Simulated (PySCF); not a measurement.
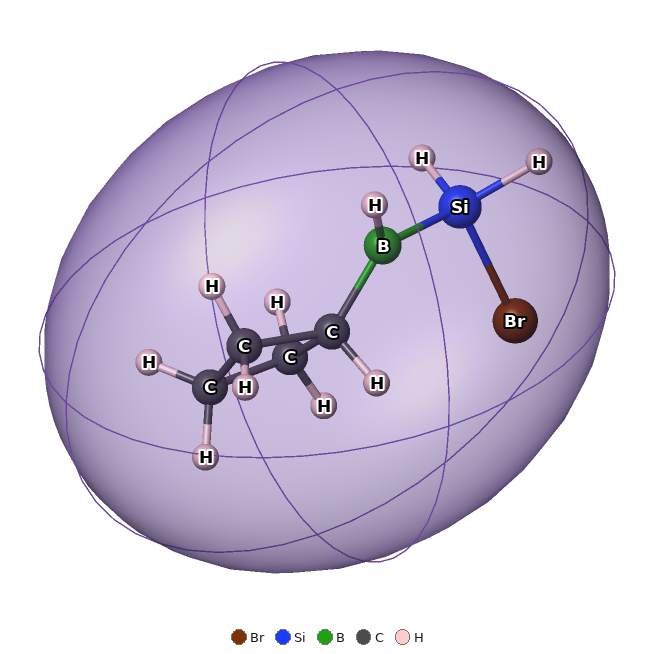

The ellipsoid shows the static dipole polarisability: its half-axes are proportional to the principal values. The geometry was computed by an optimisation with GFN2-xTB. No frequency run is at hand to confirm it as a minimum. Level of theory: CAM-B3LYP/def2-SVPD (PySCF 2.14.0).

Question: How large and how anisotropic is the polarisability?

Answer: Principal values 88.2, 107.4, 121.5 bohr³; mean 105.7 bohr³ (15.67 Å³); anisotropy 29.0 bohr³, so the longest axis is 1.38 times the shortest.

The geometry is semi-empirical. Around B, Br, Si such bond lengths and angles can be off by a tenth of an ångström or more and by several degrees, and values that hang on the shape move with them.
